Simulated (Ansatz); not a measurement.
Pulling on the Cd1–F2 bond in CdF2 (SMILES [F][Cd][F]) (multiplicity 1 held, fragments rigid). Energies count from the point at 1.933 Å.
Geometry at that point (charge 0, multiplicity 1):
```xyz
3

Cd     0.00000     0.00000     0.00000
F      0.00000     0.00000    -1.93349
F      0.00000     0.00000     1.93349
```

Restricted levels (R-, RO-) in cc, def2 and unpolarised 6-31G sets keep to the state of the molecule at rest. U- levels take the lowest unrestricted solution at each point, which mixes spins at long bonds. Active spaces are followed from a long bond inwards. Curves can end on different states.

Correlated levels freeze the cores.

Run with Ansatz (a quantum-chemistry and plane-wave program) with Gaussian orbitals. Values without a source in brackets are computed. In def2 rows elements past Kr take small-core potentials, without spin–orbit coupling.

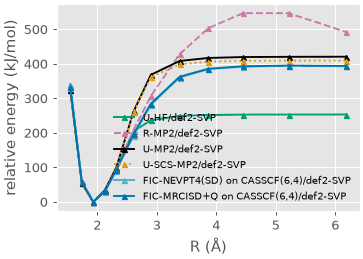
*Relative energy along the coordinate*

**Question.** Read off the U-HF/def2-SVP curve at R = 5.220.

**Answer.** about 250 kJ/mol

Doubts at one or more of the structures used: a spin-contaminated determinant (U-HF/def2-SVP, U-MP2/def2-SVP, U-SCS-MP2/def2-SVP); a restricted determinant that unrestricted orbitals would lower (R-MP2/def2-SVP); active orbitals that take no part (FIC-NEVPT4(SD) on CASSCF(6,4)/def2-SVP, FIC-MRCISD+Q on CASSCF(6,4)/def2-SVP).
